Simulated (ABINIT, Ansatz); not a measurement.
## Converging GW for CdF2 (Fm-3m) in ABINIT

Wanted: a converged G0W0 gap of CdF2 (Fm-3m), or an estimate of the limit.

Calculated with ABINIT 10.8.3; PBE and many-body steps on it, plane waves.

**1. The starting structure**

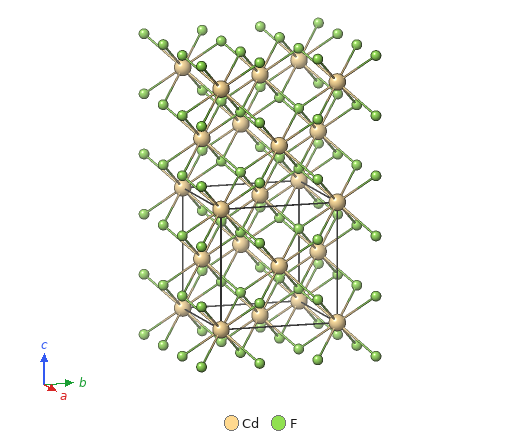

The starting structure, seen slightly off an axis (cadmium orange, fluorine green). 1×1×2 cells are drawn. This picture shows the conventional cell, with its axes. Some periodic images of atoms are drawn too.

The cell and positions come from the Crystallography Open Database and are kept as given unless a step says otherwise.

**2. Empty states on the mesh, 6×6×6 mesh, 276 bands**

This step: ABINIT 10.8.3; DFT, PBE, plane waves, norm-conserving pseudopotentials.

The sums over transitions need many empty states on a uniform mesh; this step solves for them.

File run.abi:

```
acell 3*1.0 Angstrom
rprim 
  0.000000000000 2.694000000000 2.694000000000
  2.694000000000 -0.000000000000 2.694000000000
  2.694000000000 2.694000000000 -0.000000000000
ntypat 2
znucl 48 9
natom 3
typat 1 2 2
xred 
  0.000000000000 0.000000000000 0.000000000000
  0.250000000000 0.250000000000 0.250000000000
  0.750000000000 0.750000000000 0.750000000000
pp_dirpath "pseudos"
pseudos "Cd.upf, F.upf"
ecut 47
ngkpt 6 6 6
nshiftk 1
shiftk 0 0 0
kptopt 1
chksymbreak 0
irdden 1
istwfk *1
nband 276
prtvol 0
optdriver 6
gwr_task "HDIAGO"
paral_kgb 0
occopt 1
indata_prefix "in"
outdata_prefix "out"
tmpdata_prefix "tmp"
```

Command:

```bash
OMP_NUM_THREADS=1 mpirun -n 8 abinit run.abi > log
```

Log:

```text
.Version 10.8.3 of ABINIT. v10.8.2 released Aug 2026.

 Symmetries : space group Fm -3 m (#225); Bravais cF (face-center cubic)
[... echo of the input left out ...]
== DATASET  1 ==================================================================
-   mpi_nproc: 8, omp_nthreads: 1 (-1 if OMP is not activated)

--- !DatasetInfo
iteration_state: {dtset: 1, }
dimensions: {natom: 3, nkpt: 16, mband: 276, nsppol: 1, nspinor: 1, nspden: 1, mpw: 4092, }
cutoff_energies: {ecut:  47.0, pawecutdg:  -1.0, }
[...]
Indirect band gap semiconductor
 Fundamental gap:     3.143 (eV)
   VBM:     3.116 (eV) at k: [-3.3333E-01,  5.0000E-01,  1.6667E-01]
   CBM:     6.259 (eV) at k: [ 0.0000E+00,  0.0000E+00,  0.0000E+00]
 Direct gap:         3.619 (eV) at k: [ 0.0000E+00,  0.0000E+00,  0.0000E+00]

== END DATASET(S) ==============================================================
================================================================================

 -outvars: echo values of variables after computation  --------
           etotal      0.0000000000E+00
            nband         276
             nkpt          16
          spgroup         225
 [... the other variables as echoed above ...]

 Calculation completed.
```

It took 86 s on 8 MPI ranks of Arm Neoverse V2, shared host; peak memory 7.6 GiB.

This step gave:

- gap: 3.143 eV
- k of the valence top: -0.3333, 0.5, 0.1667
- k of the conduction bottom: 0, 0, 0
- least direct gap: 3.619 eV
- k points computed: 16
- lowest point of the top converged band, above the valence top: 189.8734 eV

On this mesh the gap is 3.143 eV.

The density comes from a self-consistent run that is not shown.

**3. Screening, 6×6×6 mesh, 48 bands, screening to 95.2 eV**

The RPA dielectric matrix is built and inverted for each q.

This step: RPA screening on PBE, plane waves, norm-conserving pseudopotentials.

run.abi, as its differences from that of step 2:

```diff
@@ -21,10 +21,11 @@
 chksymbreak 0
-irdden 1
 istwfk *1
-nband 276
-prtvol 0
-optdriver 6
-gwr_task "HDIAGO"
-paral_kgb 0
 occopt 1
+irdwfk 1
+optdriver 3
+nband 48
+ecuteps 3.5
+inclvkb 2
+awtr 1
+symchi 1
 indata_prefix "in"
```

Log:

```text
.Version 10.8.3 of ABINIT. v10.8.2 released Aug 2026.

 Symmetries : space group Fm -3 m (#225); Bravais cF (face-center cubic)
[... echo of the input left out ...]
== DATASET  1 ==================================================================
-   mpi_nproc: 8, omp_nthreads: 1 (-1 if OMP is not activated)

--- !DatasetInfo
iteration_state: {dtset: 1, }
dimensions: {natom: 3, nkpt: 16, mband: 48, nsppol: 1, nspinor: 1, nspden: 1, mpw: 4092, }
cutoff_energies: {ecut:  47.0, pawecutdg:  -1.0, }
electrons: {nelect:   3.40000000E+01, charge:   0.00000000E+00, occopt:   1.00000000E+00, tsmear:   1.00000000E-02, }

 SCREENING: Calculation of the susceptibility and dielectric matrices

 Based on a program developped by R.W. Godby, V. Olevano, G. Onida, and L. Reining.
 Incorporated in ABINIT by V. Olevano, G.-M. Rignanese, and M. Torrent.
.Using double precision arithmetic ; gwpc =  8

[... cell and pseudopotentials left out ...]
--------------------------------------------------------------------------------

 ==== K-mesh for the wavefunctions ====
 Number of points in the irreducible wedge :    16
[... list of points left out ...]
 Together with 48 symmetry operations and time-reversal symmetry
 yields   216 points in the full Brillouin Zone.

 ==== Q-mesh for the screening function ====
 Number of points in the irreducible wedge :    16
[... list of points left out ...]
 Together with 48 symmetry operations and time-reversal symmetry
 yields   216 points in the full Brillouin Zone.

 setmesh: FFT mesh size selected  =    27x   27x   27
          total number of points  =        19683

 vcoul_init : cutoff-mode = AUXILIARY_FUNCTION
 q-points for optical limit:   1
     1)      0.000010    0.000020    0.000030

- screening: taking advantage of time-reversal symmetry
- Maximum band index for partially occupied states nbvw = 17
- Remaining bands to be divided among processors   nbcw = 31
- Number of bands treated by each node ~3

 Number of electrons calculated from density =   34.0000; Expected =   34.0000
 average of density, n =  0.128843
 r_s =    1.2282
 omega_plasma =   34.6246 [eV]

 calculating chi0 at frequencies [eV] :
  1    0.000000E+00    0.000000E+00
  2    0.000000E+00    3.462465E+01

--------------------------------------------------------------------------------
  q-point number  1        q = ( 0.000000, 0.000000, 0.000000) [r.l.u.]
--------------------------------------------------------------------------------
[... chi0 elements left out ...]
 For q-point:  0.000010 0.000020 0.000030
  dielectric constant =   2.7336
  dielectric constant without local fields =   2.8285

  Average fulfillment of the sum rule on Im[epsilon] for q-point    1 :     29.78  [%]
[... wings left out ...]
  q-point number  2        q = ( 0.166667, 0.000000, 0.000000) [r.l.u.]
--------------------------------------------------------------------------------
[... chi0 elements left out ...]
  Average fulfillment of the sum rule on Im[epsilon] for q-point    2 :     50.59  [%]

 [... 14 further q-points ...]
```

Elapsed: 25 s, on 8 MPI ranks; peak memory 1.8 GiB; 3.4 min of CPU time.

Numbers from this step:

| Item | Value |
| --- | --- |
| ε∞ with local fields, on this mesh, along the program's q direction | 2.734 |
| the same without local fields | 2.829 |
| plasma frequency | 34.62 eV |
| plane waves in the screening matrix | 65 |

Local fields lower ε∞ by 3 %.

**4. 48 bands, 95.2 eV**

The self-energy is evaluated for the states that the input lists, and the levels follow from it, in one-shot runs by the linearised quasiparticle equation.

This step: G0W0 on PBE, plane waves, norm-conserving pseudopotentials.

run.abi, as its differences from that of step 3:

```diff
@@ -24,8 +24,17 @@
 irdwfk 1
-optdriver 3
+optdriver 4
 nband 48
+gwcalctyp 0
+ecutsigx 47
+symsigma 1
+nkptgw 2
+kptgw 
+  -0.3333333333 0.5000000000 0.1666666667
+  0.0000000000 0.0000000000 0.0000000000
+bdgw 
+  16 19
+  15 21
 ecuteps 3.5
-inclvkb 2
-awtr 1
-symchi 1
+irdscr 1
+ppmodel 1
 indata_prefix "in"
```

Log:

```text
.Version 10.8.3 of ABINIT. v10.8.2 released Aug 2026.

 Symmetries : space group Fm -3 m (#225); Bravais cF (face-center cubic)
[... echo of the input left out ...]
== DATASET  1 ==================================================================
-   mpi_nproc: 8, omp_nthreads: 1 (-1 if OMP is not activated)

--- !DatasetInfo
iteration_state: {dtset: 1, }
dimensions: {natom: 3, nkpt: 16, mband: 48, nsppol: 1, nspinor: 1, nspden: 1, mpw: 4092, }
cutoff_energies: {ecut:  47.0, pawecutdg:  -1.0, }
electrons: {nelect:   3.40000000E+01, charge:   0.00000000E+00, occopt:   1.00000000E+00, tsmear:   1.00000000E-02, }

 SIGMA: Calculation of the GW corrections

 Based on a program developped by R.W. Godby, V. Olevano, G. Onida, and L. Reining.
 Incorporated in ABINIT by V. Olevano, G.-M. Rignanese, and M. Torrent.
.Using double precision arithmetic ; gwpc =  8

[... cell and pseudopotentials left out ...]
--------------------------------------------------------------------------------

 ==== K-mesh for the wavefunctions ====
 Number of points in the irreducible wedge :    16
[... list of points left out ...]
 Together with 48 symmetry operations and time-reversal symmetry
 yields   216 points in the full Brillouin Zone.

 ==== Q-mesh for screening function ====
 Number of points in the irreducible wedge :    16
[... list of points left out ...]
 Together with 48 symmetry operations and time-reversal symmetry
 yields   216 points in the full Brillouin Zone.

 vcoul_init : cutoff-mode = AUXILIARY_FUNCTION
 q-points for optical limit:   1
     1)      0.000010    0.000020    0.000030
 setmesh: FFT mesh size selected  =    45x   45x   45
          total number of points  =        91125

 Number of electrons calculated from density =   34.0000; Expected =   34.0000
 average of density, n =  0.128843
 r_s =    1.2282
 omega_plasma =   34.6246 [eV]

 === KS Band Gaps ===
  >>>> For spin  1
   Minimum direct gap =   3.6194 [eV], located at k-point      :   0.0000  0.0000  0.0000
   Fundamental gap    =   3.1435 [eV], Top of valence bands at :  -0.3333  0.5000  0.1667
                                       Bottom of conduction at :   0.0000  0.0000  0.0000
 SIGMA fundamental parameters:
 PLASMON POLE MODEL  1
 number of plane-waves for SigmaX                 4015
 number of plane-waves for SigmaC and W             65
 number of plane-waves for wavefunctions          4015
 number of bands                                    48
 number of independent spin polarizations            1
 number of spinorial components                      1
 number of k-points in IBZ                          16
 number of q-points in IBZ                          16
 number of symmetry operations                      48
 number of k-points in BZ                          216
 number of q-points in BZ                          216
 number of frequencies for dSigma/dE                 9
 frequency step for dSigma/dE [eV]                0.25
 number of omega for Sigma on real axis              0
 max omega for Sigma on real axis  [eV]           0.00
 zcut for avoiding poles [eV]                     0.10

 EPSILON^-1 parameters (SCR file):
 dimension of the eps^-1 matrix on file             65
 dimension of the eps^-1 matrix used                65
 number of plane-waves for wavefunctions          4015
 number of bands                                    48
 number of q-points in IBZ                          16
 number of frequencies                               2
 number of real frequencies                          1
 number of imag frequencies                          1

 matrix elements of self-energy operator (all in [eV])

 Perturbative Calculation

--- !SelfEnergy_ee
iteration_state: {dtset: 1, }
kpoint     : [  -0.333,    0.500,    0.167, ]
spin       : 1
KS_gap     :    8.104
QP_gap     :   11.762
Delta_QP_KS:    3.658
data: !SigmaeeData |
     Band     E0 <VxcDFT>   SigX SigC(E0)      Z dSigC/dE  Sig(E)    E-E0       E
       16   2.556 -23.170 -30.675   5.825   0.795  -0.258 -24.505  -1.334   1.222
       17   3.116 -24.363 -31.626   5.655   0.805  -0.242 -25.658  -1.295   1.821
       18  11.220 -16.654 -10.660  -3.245   0.859  -0.164 -14.292   2.363  13.583
       19  13.841 -12.430  -7.075  -3.566   0.869  -0.150 -10.875   1.556  15.396

--- !SelfEnergy_ee
iteration_state: {dtset: 1, }
kpoint     : [   0.000,    0.000,    0.000, ]
spin       : 1
KS_gap     :    3.619
QP_gap     :    6.282
Delta_QP_KS:    2.662
data: !SigmaeeData |
     Band     E0 <VxcDFT>   SigX SigC(E0)      Z dSigC/dE  Sig(E)    E-E0       E
       15   2.640 -24.993 -32.399   5.525   0.817  -0.224 -26.529  -1.536   1.103
       16   2.640 -24.993 -32.399   5.525   0.817  -0.224 -26.529  -1.536   1.103
       17   2.640 -24.993 -32.399   5.525   0.817  -0.224 -26.529  -1.536   1.103
       18   6.259 -12.403  -8.016  -3.104   0.877  -0.140 -11.277   1.126   7.385
       19  15.876 -10.203  -4.681  -3.768   0.875  -0.143  -8.669   1.534  17.409
       20  15.876 -10.203  -4.681  -3.768   0.875  -0.143  -8.669   1.534  17.409
       21  15.876 -10.203  -4.681  -3.768   0.875  -0.143  -8.669   1.534  17.409

== END DATASET(S) ==============================================================
================================================================================

 -outvars: echo values of variables after computation  --------
           etotal      0.0000000000E+00
            nband          48
             nkpt          16
          spgroup         225
 [... the other variables as echoed above ...]

 Calculation completed.
```

Wall time 4.5 s (8 MPI ranks); peak memory 1.9 GiB.

Numbers from this step:

| Quantity | Value |
| --- | --- |
| G0W0 gap on the points computed | 5.564 eV |
| starting gap on the mesh | 3.143 eV |
| k of the valence top | -0.3333, 0.5, 0.1667 |
| k of the conduction bottom | 0, 0, 0 |
| Z at the valence top | 0.805 |
| Z at the conduction bottom | 0.877 |
| least direct G0W0 gap on the computed points | 6.282 eV |

The gap on the mesh goes from 3.14 eV to 5.56 eV, a correction of +2.42 eV.

**5. Screening, 6×6×6 mesh, 119 bands, screening to 176.9 eV**

This step: RPA screening on PBE, plane waves, norm-conserving pseudopotentials.

run.abi, as its differences from that of step 4:

```diff
@@ -24,17 +24,8 @@
 irdwfk 1
-optdriver 4
-nband 48
-gwcalctyp 0
-ecutsigx 47
-symsigma 1
-nkptgw 2
-kptgw 
-  -0.3333333333 0.5000000000 0.1666666667
-  0.0000000000 0.0000000000 0.0000000000
-bdgw 
-  16 19
-  15 21
-ecuteps 3.5
-irdscr 1
-ppmodel 1
+optdriver 3
+nband 119
+ecuteps 6.5
+inclvkb 2
+awtr 1
+symchi 1
 indata_prefix "in"
```

Log:

```text
.Version 10.8.3 of ABINIT. v10.8.2 released Aug 2026.

 Symmetries : space group Fm -3 m (#225); Bravais cF (face-center cubic)
[... echo of the input left out ...]
== DATASET  1 ==================================================================
-   mpi_nproc: 8, omp_nthreads: 1 (-1 if OMP is not activated)

--- !DatasetInfo
iteration_state: {dtset: 1, }
dimensions: {natom: 3, nkpt: 16, mband: 119, nsppol: 1, nspinor: 1, nspden: 1, mpw: 4092, }
cutoff_energies: {ecut:  47.0, pawecutdg:  -1.0, }
electrons: {nelect:   3.40000000E+01, charge:   0.00000000E+00, occopt:   1.00000000E+00, tsmear:   1.00000000E-02, }

 SCREENING: Calculation of the susceptibility and dielectric matrices

 Based on a program developped by R.W. Godby, V. Olevano, G. Onida, and L. Reining.
 Incorporated in ABINIT by V. Olevano, G.-M. Rignanese, and M. Torrent.
.Using double precision arithmetic ; gwpc =  8

[... cell and pseudopotentials left out ...]
--------------------------------------------------------------------------------

 ==== K-mesh for the wavefunctions ====
 Number of points in the irreducible wedge :    16
[... list of points left out ...]
 Together with 48 symmetry operations and time-reversal symmetry
 yields   216 points in the full Brillouin Zone.

 ==== Q-mesh for the screening function ====
 Number of points in the irreducible wedge :    16
[... list of points left out ...]
 Together with 48 symmetry operations and time-reversal symmetry
 yields   216 points in the full Brillouin Zone.

 setmesh: FFT mesh size selected  =    32x   32x   32
          total number of points  =        32768

 vcoul_init : cutoff-mode = AUXILIARY_FUNCTION
 q-points for optical limit:   1
     1)      0.000010    0.000020    0.000030

- screening: taking advantage of time-reversal symmetry
- Maximum band index for partially occupied states nbvw = 17
- Remaining bands to be divided among processors   nbcw = 102
- Number of bands treated by each node ~12

 Number of electrons calculated from density =   34.0000; Expected =   34.0000
 average of density, n =  0.128843
 r_s =    1.2282
 omega_plasma =   34.6246 [eV]

 calculating chi0 at frequencies [eV] :
  1    0.000000E+00    0.000000E+00
  2    0.000000E+00    3.462465E+01

--------------------------------------------------------------------------------
  q-point number  1        q = ( 0.000000, 0.000000, 0.000000) [r.l.u.]
--------------------------------------------------------------------------------
[... chi0 elements left out ...]
 For q-point:  0.000010 0.000020 0.000030
  dielectric constant =   2.7379
  dielectric constant without local fields =   2.9011

  Average fulfillment of the sum rule on Im[epsilon] for q-point    1 :     64.45  [%]
[... wings left out ...]
  q-point number  2        q = ( 0.166667, 0.000000, 0.000000) [r.l.u.]
--------------------------------------------------------------------------------
[... chi0 elements left out ...]
  Average fulfillment of the sum rule on Im[epsilon] for q-point    2 :     80.70  [%]

 [... 14 further q-points ...]
```

Elapsed: 2 min, on 8 MPI ranks; peak memory 3.2 GiB; 16 min of CPU time.

This step gave:

- ε∞ with local fields, on this mesh, along the program's q direction: 2.738
- the same without local fields: 2.901
- plasma frequency: 34.62 eV
- plane waves in the screening matrix: 181

(Part 1 of 2 ends here.)

[Paths, hosts, dates, memory and timing lines, banners, echoed tables and standing remarks are left out of the program output.]

[Logs are printed without paths, hosts, clocks, repeated set-up lines and the standing remarks that a program may print on its own settings, such as how far it seeks lower states.]

[Runs of the session that timed out or met a known fault of the program may be left out.]

[No measured gap is set beside runs whose start may be inverted or whose files or cutoffs have a known fault.]

[Hosts, paths, dates, database ids (printed as entryN), source tags and the programs' standing remarks are cut or masked in the printed files.]

[G0W0 gaps are taken among the corrected bands and points alone; a level outside them can change the order at an edge.]

[Where Ansatz stands beside ABINIT at settings called matched, ABINIT's density can come from a denser mesh and the files from another edition; pairs whose starting gaps differed by over 0.03 eV were left out, so agreement reads better than it is.]
